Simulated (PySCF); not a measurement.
Mg(NH2)(SeH), SMILES [NH2][Mg][SeH] (H₃MgNSe), singlet at its CAM-B3LYP/def2-SVP optimised geometry (Å):

```
6

Mg    -0.0229    -0.7275     0.0000
N      1.8564    -0.7401     0.0062
H      2.4581    -0.7427     0.8257
H      2.4643    -0.7441    -0.8086
Se    -2.4436    -0.7275     0.0000
H     -2.4643     0.7441     0.0000
```

Computed with PySCF with CAM-B3LYP/def2-TZVP.

Map of the Laplacian of the electron density (e/bohr⁵) on the plane z = 1.0 Å:

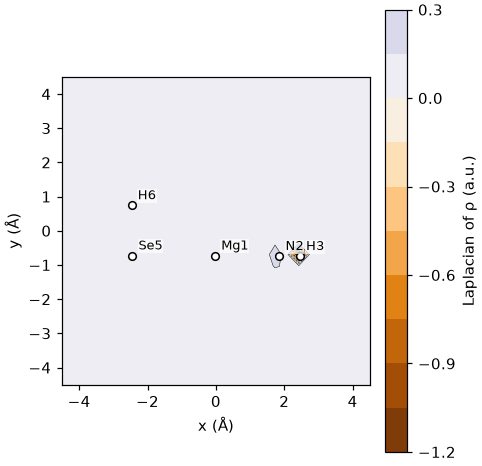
Fig. 1. Laplacian of the electron density (e/bohr⁵) on the plane z = 1.0 Å.
